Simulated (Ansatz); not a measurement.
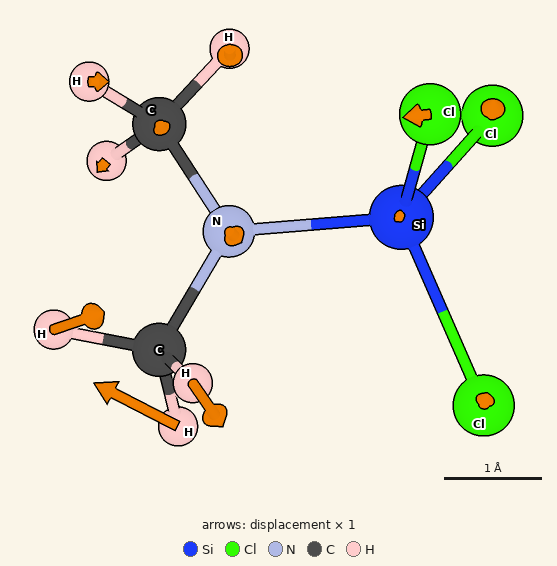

A relaxation of C2H6Cl3NSi. The starting structure is drawn; orange arrows show the displacements, at their true length. The two geometries are superimposed by the best rigid fit.

The picture is a ball-and-stick view, seen at a tilt.

The run prepares the start of a later molecular dynamics calculation, from a guessed geometry.

All numbers below come from Ansatz, RKS PBE0/STO-3G. Settings: no spin polarisation; force threshold 0.02 eV/Å; at most 40 steps.

What did the optimiser do to the structure, and how much energy did it gain?

Over 13 accepted moves (16 points after the start) the energy falls by 9.40 kcal/mol. The largest force component goes from 2.9 to 0.012 eV/Å. The line search rejected the trial steps at points 6, 9, 15 of the run. The largest move after the best rigid fit is that of an H atom, 1.01 Å. Largest moves by element: H 1.01 Å, Cl 0.34 Å, N 0.29 Å, C 0.19 Å, Si 0.10 Å. Some distances before and after: N–Si 1.819 → 1.714 Å, Cl–Si 2.130 → 2.090 Å, C–N 1.470 → 1.484 Å, C–H 1.110 → 1.103 Å. Among the angles between lasting bonds that change: C–N–C 120.0° → 113.5°, Cl–Si–N 109.5° → 115.9°, N–C–H 109.5° → 112.5°.

Limits of the set-up: STO-3G is a minimal basis, so the numbers are rough.
